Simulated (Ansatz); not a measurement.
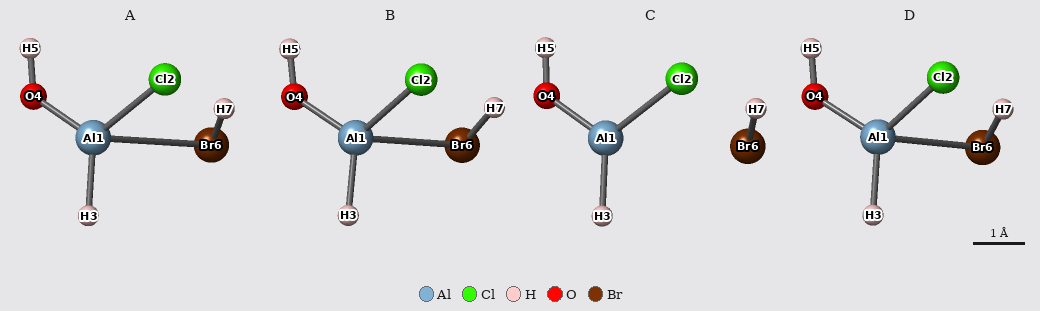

4 geometries from one relaxation of AlH₃OBrCl, in shuffled order. A ball-and-stick model, seen at a tilt.

The run prepares an end point of a later path (reaction) calculation, from a guessed geometry.

Computed with RKS PBE0-D4/def2-SVP in Ansatz 0.2.0. (no spin polarisation; force threshold 0.03 eV/Å; at most 50 steps)

### Order the frames from highest to lowest energy.

C, A, D, B. They are steps 0, 2, 3, 10, at +4.57 kcal/mol, +1.08 kcal/mol, +0.52 kcal/mol relative to the last. The largest move after the best rigid fit is that of Br6, 0.56 Å. By element the largest moves are Br 0.56 Å, Al 0.22 Å, O 0.17 Å, H 0.14 Å, Cl 0.08 Å. Some distances before and after: Al1–Br6 3.605 → 2.845 Å, Br6–H7 1.502 → 1.433 Å, Al1–Cl2 2.201 → 2.145 Å, Al1–H3 1.561 → 1.568 Å. New bonds form, among them: Al1–Br6 (3.60 → 2.85 Å). Bond angles that change, for instance: H3–Al1–O4 122.2° → 118.9°, Al1–O4–H5 125.2° → 127.2°. Over 10 geometry steps the energy falls by 4.57 kcal/mol. The largest force component goes from 1.2 to 0.019 eV/Å. Cost: 24 s on 2 threads of Arm Neoverse V2, with other jobs on the host, peak memory 0.21 GiB.

Limits of the set-up: the start holds two separate molecules, 2.6 Å apart at their closest, whose relative position is a soft coordinate.
